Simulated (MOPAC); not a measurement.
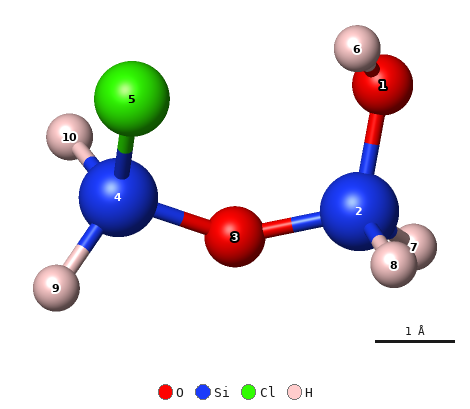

The starting structure (ball-and-stick view, seen at a tilt; atoms are numbered from 1 in the order of the input). Bond lengths as drawn: Cl–Si 2.05 Å, H–O 0.96 Å, H–Si 1.44 to 1.48 Å and O–Si 1.64 to 1.65 Å.

**Geometry relaxation, with input and output: Si2H5ClO2 (part 1 of 3)**

Si2H5ClO2, SMILES O[SiH2]O[SiH2]Cl, computed with MNDO, closed shell (MOPAC 23.2.5).

The atoms were displaced at random from an optimised geometry.

### Input file (mol.mop)
```
BONDS DISP CYCLES=300 PRECISE GNORM=0.05 MNDO AUX(PRECISION=6) T=10M THREADS=1
ClH5O2Si2 charge 0

O      1.158083 +1     1.698224 +1     0.321013 +1
Si     1.411833 +1     0.065597 +1     0.300762 +1
O      0.186469 +1    -0.740160 +1    -0.426661 +1
Si    -1.444692 +1    -0.732068 +1    -0.625807 +1
Cl    -2.298635 +1     0.510410 +1     0.764438 +1
H      0.434487 +1     2.031833 +1     0.848613 +1
H      2.617876 +1    -0.142838 +1    -0.464429 +1
H      1.504358 +1    -0.453465 +1     1.677618 +1
H     -1.962385 +1    -2.087156 +1    -0.417339 +1
H     -1.779152 +1    -0.183089 +1    -1.957162 +1
```

Hardware: 1 thread of Intel Xeon (Sapphire Rapids), 64 GiB of memory available, shared host.

Launched with:
```bash
mopac mol.mop
```

### The program's output
```
MOPAC v23.2.5
MNDO CALCULATION RESULTS

 *  MNDO       - The MNDO Hamiltonian to be used
 *  PRECISE    - TIGHTER CRITERIA TO BE USED
 *  THREADS=1  - MULTI-THREADING NOT USED
 *  CYCLES=    - DO A MAXIMUM OF 300 STEPS
 *  GNORM      - EXIT WHEN GRADIENT NORM DROPS BELOW 0.050
 *  AUX        - OUTPUT AUXILIARY INFORMATION
 *  DISP       - PRINT DISPERSION AND HYDROGEN BOND ENERGIES
 *  BONDS      - FINAL BOND-ORDER MATRIX TO BE PRINTED
BONDS DISP CYCLES=300 PRECISE GNORM=0.05 MNDO AUX(PRECISION=6) T=10M THREADS=1
 ClH5O2Si2 charge 0

   ATOM   CHEMICAL          X               Y               Z
  NUMBER   SYMBOL      (ANGSTROMS)     (ANGSTROMS)     (ANGSTROMS)

     1       O          1.15808300  *   1.69822400  *   0.32101300  *
     2      Si          1.41183300  *   0.06559700  *   0.30076200  *
     3       O          0.18646900  *  -0.74016000  *  -0.42666100  *
     4      Si         -1.44469200  *  -0.73206800  *  -0.62580700  *
     5      Cl         -2.29863500  *   0.51041000  *   0.76443800  *
     6       H          0.43448700  *   2.03183300  *   0.84861300  *
     7       H          2.61787600  *  -0.14283800  *  -0.46442900  *
     8       H          1.50435800  *  -0.45346500  *   1.67761800  *
     9       H         -1.96238500  *  -2.08715600  *  -0.41733900  *
    10       H         -1.77915200  *  -0.18308900  *  -1.95716200  *

          CARTESIAN COORDINATES

    NO.       ATOM           X           Y           Z

     1         O          1.1581      1.6982      0.3210
     2        Si          1.4118      0.0656      0.3008
     3         O          0.1865     -0.7402     -0.4267
     4        Si         -1.4447     -0.7321     -0.6258
     5        Cl         -2.2986      0.5104      0.7644
     6         H          0.4345      2.0318      0.8486
     7         H          2.6179     -0.1428     -0.4644
     8         H          1.5044     -0.4535      1.6776
     9         H         -1.9624     -2.0872     -0.4173
    10         H         -1.7792     -0.1831     -1.9572

           Empirical Formula: H5 O2 Si2 Cl  =    10 atoms

      MOLECULAR POINT GROUP   :   C1

      RHF CALCULATION, NO. OF DOUBLY OCCUPIED LEVELS = 16

          Geometry optimization using EF

          DIAGONAL MATRIX USED AS START HESSIAN
```

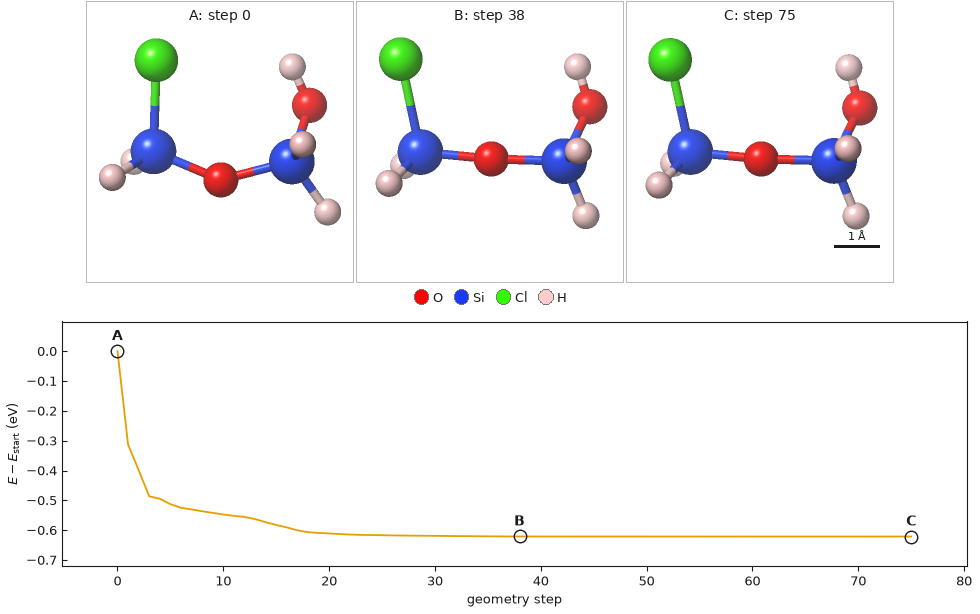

Frames of the relaxation (ball-and-stick view, seen at a tilt) above the curves, on which the letters mark them (steps are counted from 0).

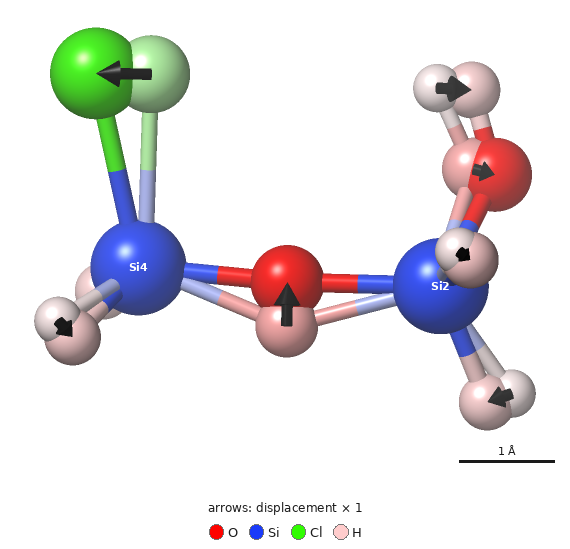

Start (faint) and end (solid) with the displacements as black arrows, at true length (ball-and-stick view, seen at a tilt). The two geometries are laid on each other by the best rigid fit. Cl5 moves most after the best rigid fit: 0.59 Å. Largest moves by element: Cl 0.59 Å, O 0.47 Å, H 0.39 Å, Si 0.07 Å. Among the contacts that change: Si4–H10 1.478 → 1.377 Å, Si4–H9 1.466 → 1.378 Å, Si2–H8 1.474 → 1.387 Å, Si4–Cl5 2.051 → 2.135 Å. Among the angles that change: Si2–O3–Si4 142.6° → 175.9°, Si2–O1–H6 117.9° → 125.8°, O1–Si2–O3 112.1° → 104.9°. Over 75 geometry steps the energy falls by 0.621 eV. The largest force component goes from 2.6 to 0.00033 eV/Å. (Atoms are counted from 1 in the order of the input.)

```
 CYCLE:     1 TIME:   0.008 TIME LEFT: 10.00M  GRAD.:   143.373 HEAT: -224.3359
 CYCLE:     2 TIME:   0.000 TIME LEFT: 10.00M  GRAD.:   125.242 HEAT: -231.5554
 CYCLE:     3 TIME:   0.000 TIME LEFT: 10.00M  GRAD.:    96.195 HEAT: -233.5242
 CYCLE:     4 TIME:   0.008 TIME LEFT: 10.00M  GRAD.:    39.655 HEAT: -235.5543
 CYCLE:     5 TIME:   0.000 TIME LEFT: 10.00M  GRAD.:    42.207 HEAT: -235.7458
 CYCLE:     6 TIME:   0.000 TIME LEFT: 10.00M  GRAD.:    31.269 HEAT: -236.1614
 CYCLE:     7 TIME:   0.000 TIME LEFT: 10.00M  GRAD.:    21.900 HEAT: -236.4441
 CYCLE:     8 TIME:   0.008 TIME LEFT: 10.00M  GRAD.:    16.868 HEAT: -236.5680
 CYCLE:     9 TIME:   0.000 TIME LEFT: 10.00M  GRAD.:     9.722 HEAT: -236.7123
 CYCLE:    10 TIME:   0.000 TIME LEFT: 10.00M  GRAD.:     9.652 HEAT: -236.8335
 CYCLE:    11 TIME:   0.008 TIME LEFT: 10.00M  GRAD.:     8.165 HEAT: -236.9603
 CYCLE:    12 TIME:   0.000 TIME LEFT: 10.00M  GRAD.:     8.569 HEAT: -237.0645
 CYCLE:    13 TIME:   0.000 TIME LEFT: 10.00M  GRAD.:     7.432 HEAT: -237.1476
 CYCLE:    14 TIME:   0.000 TIME LEFT: 10.00M  GRAD.:     9.079 HEAT: -237.3169
 CYCLE:    15 TIME:   0.008 TIME LEFT: 10.00M  GRAD.:     8.582 HEAT: -237.5539
 CYCLE:    16 TIME:   0.000 TIME LEFT: 10.00M  GRAD.:     8.516 HEAT: -237.7718
 CYCLE:    17 TIME:   0.000 TIME LEFT: 10.00M  GRAD.:     9.223 HEAT: -237.9562
 CYCLE:    18 TIME:   0.000 TIME LEFT: 10.00M  GRAD.:     8.842 HEAT: -238.1826
 CYCLE:    19 TIME:   0.008 TIME LEFT: 10.00M  GRAD.:     5.688 HEAT: -238.3271
 CYCLE:    20 TIME:   0.000 TIME LEFT: 10.00M  GRAD.:     4.539 HEAT: -238.3851
 CYCLE:    21 TIME:   0.000 TIME LEFT: 10.00M  GRAD.:     4.598 HEAT: -238.4255
 CYCLE:    22 TIME:   0.008 TIME LEFT: 10.00M  GRAD.:     4.606 HEAT: -238.4727
 CYCLE:    23 TIME:   0.000 TIME LEFT: 10.00M  GRAD.:     4.153 HEAT: -238.5134
 CYCLE:    24 TIME:   0.000 TIME LEFT: 10.00M  GRAD.:     2.837 HEAT: -238.5357
 CYCLE:    25 TIME:   0.008 TIME LEFT: 10.00M  GRAD.:     2.053 HEAT: -238.5481
 CYCLE:    26 TIME:   0.000 TIME LEFT: 10.00M  GRAD.:     2.264 HEAT: -238.5621
 CYCLE:    27 TIME:   0.000 TIME LEFT: 10.00M  GRAD.:     2.247 HEAT: -238.5764
 CYCLE:    28 TIME:   0.008 TIME LEFT: 10.00M  GRAD.:     1.947 HEAT: -238.5877
 CYCLE:    29 TIME:   0.000 TIME LEFT: 10.00M  GRAD.:     1.564 HEAT: -238.5960
 CYCLE:    30 TIME:   0.000 TIME LEFT: 10.00M  GRAD.:     1.552 HEAT: -238.6026
 CYCLE:    31 TIME:   0.000 TIME LEFT: 10.00M  GRAD.:     1.836 HEAT: -238.6101
 CYCLE:    32 TIME:   0.008 TIME LEFT: 10.00M  GRAD.:     2.070 HEAT: -238.6188
 CYCLE:    33 TIME:   0.000 TIME LEFT: 10.00M  GRAD.:     2.237 HEAT: -238.6289
 CYCLE:    34 TIME:   0.000 TIME LEFT: 10.00M  GRAD.:     1.491 HEAT: -238.6337
 CYCLE:    35 TIME:   0.000 TIME LEFT: 10.00M  GRAD.:     1.888 HEAT: -238.6410
 CYCLE:    36 TIME:   0.008 TIME LEFT: 10.00M  GRAD.:     1.704 HEAT: -238.6461
 CYCLE:    37 TIME:   0.000 TIME LEFT: 10.00M  GRAD.:     2.266 HEAT: -238.6538
 CYCLE:    38 TIME:   0.000 TIME LEFT: 10.00M  GRAD.:     1.159 HEAT: -238.6574
 CYCLE:    39 TIME:   0.000 TIME LEFT: 10.00M  GRAD.:     1.040 HEAT: -238.6590
 CYCLE:    40 TIME:   0.008 TIME LEFT: 10.00M  GRAD.:     0.879 HEAT: -238.6604
 CYCLE:    41 TIME:   0.000 TIME LEFT: 10.00M  GRAD.:     0.664 HEAT: -238.6611
 CYCLE:    42 TIME:   0.000 TIME LEFT: 10.00M  GRAD.:     0.363 HEAT: -238.6616
 CYCLE:    43 TIME:   0.000 TIME LEFT: 10.00M  GRAD.:     0.322 HEAT: -238.6617
 CYCLE:    44 TIME:   0.008 TIME LEFT: 10.00M  GRAD.:     0.344 HEAT: -238.6620
 CYCLE:    45 TIME:   0.000 TIME LEFT: 10.00M  GRAD.:     0.183 HEAT: -238.6621
 CYCLE:    46 TIME:   0.000 TIME LEFT: 10.00M  GRAD.:     0.233 HEAT: -238.6622
 CYCLE:    47 TIME:   0.000 TIME LEFT: 10.00M  GRAD.:     0.122 HEAT: -238.6622
 CYCLE:    48 TIME:   0.000 TIME LEFT: 10.00M  GRAD.:     0.087 HEAT: -238.6623
 CYCLE:    49 TIME:   0.008 TIME LEFT: 10.00M  GRAD.:     0.078 HEAT: -238.6623
 CYCLE:    50 TIME:   0.000 TIME LEFT: 10.00M  GRAD.:     0.108 HEAT: -238.6623
 CYCLE:    51 TIME:   0.000 TIME LEFT: 10.00M  GRAD.:     0.127 HEAT: -238.6623
 CYCLE:    52 TIME:   0.008 TIME LEFT: 10.00M  GRAD.:     0.195 HEAT: -238.6624
 CYCLE:    53 TIME:   0.000 TIME LEFT: 10.00M  GRAD.:     0.296 HEAT: -238.6625
 CYCLE:    54 TIME:   0.000 TIME LEFT: 10.00M  GRAD.:     0.585 HEAT: -238.6628
 CYCLE:    55 TIME:   0.000 TIME LEFT: 10.00M  GRAD.:     0.338 HEAT: -238.6631
 CYCLE:    56 TIME:   0.008 TIME LEFT: 10.00M  GRAD.:     0.210 HEAT: -238.6635
 CYCLE:    57 TIME:   0.000 TIME LEFT: 10.00M  GRAD.:     0.193 HEAT: -238.6636
 CYCLE:    58 TIME:   0.000 TIME LEFT: 10.00M  GRAD.:     0.151 HEAT: -238.6637
 CYCLE:    59 TIME:   0.000 TIME LEFT: 10.00M  GRAD.:     0.138 HEAT: -238.6638
 CYCLE:    60 TIME:   0.008 TIME LEFT: 10.00M  GRAD.:     0.807 HEAT: -238.6628
 CYCLE:    61 TIME:   0.000 TIME LEFT: 10.00M  GRAD.:     0.195 HEAT: -238.6639
 CYCLE:    62 TIME:   0.000 TIME LEFT: 10.00M  GRAD.:     0.135 HEAT: -238.6639
 CYCLE:    63 TIME:   0.000 TIME LEFT: 10.00M  GRAD.:     0.481 HEAT: -238.6640
 CYCLE:    64 TIME:   0.008 TIME LEFT: 10.00M  GRAD.:     0.237 HEAT: -238.6641
 CYCLE:    65 TIME:   0.000 TIME LEFT: 10.00M  GRAD.:     0.119 HEAT: -238.6641
 CYCLE:    66 TIME:   0.000 TIME LEFT: 10.00M  GRAD.:     0.138 HEAT: -238.6642
 CYCLE:    67 TIME:   0.008 TIME LEFT: 10.00M  GRAD.:     0.491 HEAT: -238.6641
 CYCLE:    68 TIME:   0.000 TIME LEFT: 10.00M  GRAD.:     0.210 HEAT: -238.6643
 CYCLE:    69 TIME:   0.000 TIME LEFT: 10.00M  GRAD.:     0.126 HEAT: -238.6644
 CYCLE:    70 TIME:   0.008 TIME LEFT: 10.00M  GRAD.:     0.149 HEAT: -238.6645
 CYCLE:    71 TIME:   0.000 TIME LEFT: 10.00M  GRAD.:     0.477 HEAT: -238.6652
 CYCLE:    72 TIME:   0.000 TIME LEFT: 10.00M  GRAD.:     0.328 HEAT: -238.6654
 CYCLE:    73 TIME:   0.008 TIME LEFT: 10.00M  GRAD.:     0.378 HEAT: -238.6651
 CYCLE:    74 TIME:   0.000 TIME LEFT: 10.00M  GRAD.:     0.105 HEAT: -238.6655
 CYCLE:    75 TIME:   0.000 TIME LEFT: 10.00M  GRAD.:     0.064 HEAT: -238.6655
 CYCLE:    76 TIME:   0.000 TIME LEFT: 10.00M  GRAD.:     0.021 HEAT: -238.6655

     GRADIENT =  0.02058 IS LESS THAN CUTOFF =  0.05000

 -------------------------------------------------------------------------------
 BONDS DISP CYCLES=300 PRECISE GNORM=0.05 MNDO AUX(PRECISION=6) T=10M THREADS=1
 ClH5O2Si2 charge 0

     GEOMETRY OPTIMISED USING EIGENVECTOR FOLLOWING (EF).
     SCF FIELD WAS ACHIEVED

                              MNDO CALCULATION

          FINAL HEAT OF FORMATION =       -238.66548 KCAL/MOL =    -998.57637 KJ/MOL

          TOTAL ENERGY            =     -28861.06524 KCAL/MOL = ELECTRONIC ENERGY + CORE-CORE REPULSION
          ENERGY OF ATOMS         =      28622.39977 KCAL/MOL
                              SUM =       -238.66548 KCAL/MOL
          DISPERSION ENERGY       =          0.00000 KCAL/MOL
                              SUM =       -238.66548 KCAL/MOL = FINAL HEAT OF FORMATION

          TOTAL ENERGY            =      -1251.53424 EV
          ELECTRONIC ENERGY       =      -3418.51510 EV
          CORE-CORE REPULSION     =       2166.98086 EV
          COSMO AREA              =        154.61 SQUARE ANGSTROMS
          COSMO VOLUME            =        152.40 CUBIC ANGSTROMS

          GRADIENT NORM           =          0.02058          =       0.00651 PER ATOM
          IONIZATION POTENTIAL    =         11.236078 EV
          HOMO LUMO ENERGIES (EV) =        -11.236  0.853
          NO. OF FILLED LEVELS    =         16
          MOLECULAR WEIGHT        =        128.6623         POINT GROUP:  C1

          MOLECULAR DIMENSIONS (Angstroms)

            Atom       Atom       Distance
            H     7   Cl     5     5.42118
            H     9    H     6     4.92648
            H     8    H    10     3.86363

          SCF CALCULATIONS        =         79

          WALL-CLOCK TIME         =      0.172 SECONDS
          COMPUTATION TIME        =      0.094 SECONDS

   ATOM   CHEMICAL          X               Y               Z
  NUMBER   SYMBOL      (ANGSTROMS)     (ANGSTROMS)     (ANGSTROMS)

     1       O          1.52304899  *   1.69367879  *   0.27694960  *
     2      Si          1.54283813  *   0.03986094  *   0.28361484  *
     3       O          0.04873748  *  -0.40032073  *  -0.20330989  *
     4      Si         -1.45275685  *  -0.73340584  *  -0.63214259  *
     5      Cl         -2.71057810  *   0.32915584  *   0.72688986  *
     6       H          0.92420095  *   2.23237702  *   0.74127295  *
     7       H          2.48812391  *  -0.40356204  *  -0.62434380  *
     8       H          1.76576884  *  -0.45343858  *   1.56013599  *
     9       H         -1.73422821  *  -2.07157911  *  -0.46578974  *
    10       H         -1.73982867  *  -0.25648693  *  -1.89164304  *

                             CARTESIAN COORDINATES

   1    O        1.523048993     1.693678785     0.276949601
   2   Si        1.542838132     0.039860942     0.283614842
   3    O        0.048737475    -0.400320731    -0.203309891
   4   Si       -1.452756851    -0.733405843    -0.632142595
   5   Cl       -2.710578104     0.329155841     0.726889864
   6    H        0.924200955     2.232377024     0.741272948
   7    H        2.488123906    -0.403562045    -0.624343804
   8    H        1.765768842    -0.453438585     1.560135987
   9    H       -1.734228207    -2.071579108    -0.465789741
  10    H       -1.739828674    -0.256486933    -1.891643036

           Empirical Formula: H5 O2 Si2 Cl  =    10 atoms

      MOLECULAR POINT GROUP   :   C1

                  EIGENVALUES
 -41.19041 -38.54591 -24.00956 -20.50208 -19.28688 -17.48150 -15.55161 -14.77263
 -14.34526 -13.21588 -12.70575 -12.29891 -12.17059 -12.13790 -11.67798 -11.23608
   0.85303   1.92798   2.25774   2.34054   2.85480   2.93549   3.84178   5.13569
   7.09497

              NET ATOMIC CHARGES AND DIPOLE CONTRIBUTIONS

  ATOM NO.   TYPE          CHARGE      No. of ELECS.   s-Pop       p-Pop
    1          O          -0.681690        6.6817     1.78747     4.89422
    2         Si           1.704034        2.2960     0.93889     1.35708
    3          O          -0.978210        6.9782     1.75805     5.22016
    4         Si           1.707779        2.2922     0.97902     1.31321
    5         Cl          -0.570549        7.5705     1.98764     5.58291
    6          H           0.211177        0.7888     0.78882
    7          H          -0.339653        1.3397     1.33965
    8          H          -0.363102        1.3631     1.36310
    9          H          -0.345749        1.3457     1.34575
   10          H          -0.344038        1.3440     1.34404
 DIPOLE           X         Y         Z       TOTAL
 POINT-CHG.     2.477    -2.679    -1.859     4.095
 HYBRID        -0.540     0.440     0.464     0.837
 SUM            1.937    -2.238    -1.395     3.272

          ATOMIC ORBITAL ELECTRON POPULATIONS

     Atom    s        px        py        pz
    1  O   1.78747   1.67663   1.42910   1.78849
    2 Si   0.93889   0.43218   0.44893   0.47597
    3  O   1.75805   1.46568   1.88666   1.86782
    4 Si   0.97902   0.40933   0.46115   0.44272
    5 Cl   1.98764   1.85064   1.89617   1.83610
    6  H   0.78882
    7  H   1.33965
    8  H   1.36310
    9  H   1.34575
   10  H   1.34404

          BONDING CONTRIBUTION OF EACH M.O.

  0.9198  0.8399  0.2999  1.5286  1.6671  1.6551  1.5220  0.8996  0.9326  1.1252
  0.6537  0.1379  0.5244  0.1552  0.7553  1.0033 -1.6616 -1.9690 -1.5868 -1.9342
 -1.4140 -1.2202 -1.4528 -1.5252 -1.8559

            (VALENCIES)   BOND ORDERS

     1  O     (1.759)     6  H 0.932     2 Si 0.767     3  O 0.022     8  H 0.022     7  H 0.012

     2 Si     (3.070)     7  H 0.795     8  H 0.772     1  O 0.767     3  O 0.683     4 Si 0.033     6  H 0.016

     3  O     (1.606)     4 Si 0.805     2 Si 0.683     5 Cl 0.025     1  O 0.022    10  H 0.018     9  H 0.018
                          8  H 0.018     7  H 0.016

     4 Si     (3.024)     3  O 0.805    10  H 0.786     9  H 0.785     5 Cl 0.608     2 Si 0.033

     5 Cl     (0.690)     4 Si 0.608    10  H 0.027     9  H 0.027     3  O 0.025

     6  H     (0.955)     1  O 0.932     2 Si 0.016

     7  H     (0.885)     2 Si 0.795     8  H 0.053     3  O 0.016     1  O 0.012

     8  H     (0.868)     2 Si 0.772     7  H 0.053     1  O 0.022     3  O 0.018

     9  H     (0.880)     4 Si 0.785    10  H 0.048     5 Cl 0.027     3  O 0.018

    10  H     (0.882)     4 Si 0.786     9  H 0.048     5 Cl 0.027     3  O 0.018

 *                    *
 * JOB ENDED NORMALLY *
 *                    *

 TOTAL JOB TIME:             0.17 SECONDS

 == MOPAC DONE ==
```

### Trajectory as extended XYZ (Å, eV, eV/Å), 47 of the 76 frames kept, from step=0 to step=75
```
10
Properties=species:S:1:pos:R:3:forces:R:3 step=0 energy=-9.72813
O     1.1581    1.6982    0.3210   -1.6027   0.2420   0.7924
Si    1.4118    0.0656    0.3008    2.1944  -1.4053   0.6307
O     0.1865   -0.7402   -0.4267   -1.7552   1.0081   0.3037
Si   -1.4447   -0.7321   -0.6258    0.7647  -2.1469  -2.6005
Cl   -2.2986    0.5104    0.7644   -0.4847   0.7857   0.9558
H     0.4345    2.0318    0.8486    1.0416  -0.0313  -0.7399
H     2.6179   -0.1428   -0.4644   -0.8944   0.1037   0.6085
H     1.5044   -0.4535    1.6776   -0.1233   0.5819  -1.3457
H    -1.9624   -2.0872   -0.4173    0.4961   1.4590  -0.1638
H    -1.7792   -0.1831   -1.9572    0.3634  -0.5970   1.5589
```
